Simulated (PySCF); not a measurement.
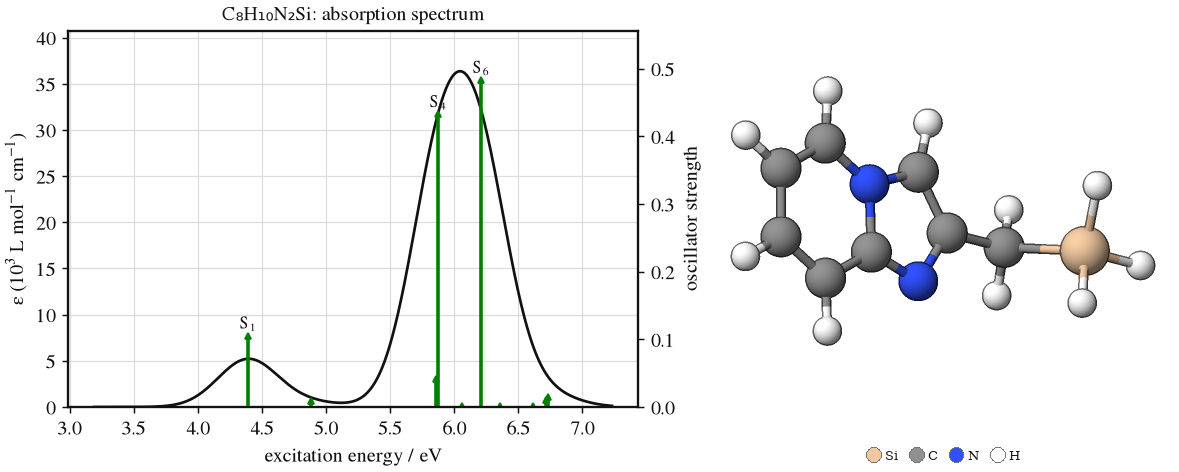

Computed absorption of C₈H₁₀N₂Si, SMILES [SiH3]Cc1cn2ccccc2n1. Vertical TDDFT excitations, CAM-B3LYP/def2-SVPD with PySCF 2.14.0, at a PBE0-D3(BJ)/def2-SVP geometry (no frequency check), gas phase. The lowest 10 singlet states are shown; each is broadened by a Gaussian of 1/e half-width 0.33 eV. Sticks give oscillator strengths (right axis).

> Where is the maximum of the broadened curve, and how high is it?

At about 6.0 eV (205 nm), with ε near 36000 L mol⁻¹ cm⁻¹.

> Does any vertical transition fall in the visible?

No singlet lies below 3.1 eV (beyond 400 nm), so at this level no vertical transition falls in the visible.

> Which of the computed transitions is the brightest, and what character does the calculation give it?

S6 at 6.21 eV (200 nm), f = 0.483, mainly HOMO−1 → LUMO+1 (77 %).

Caveats: one conformer of a flexible molecule; core orbitals are frozen in the response.
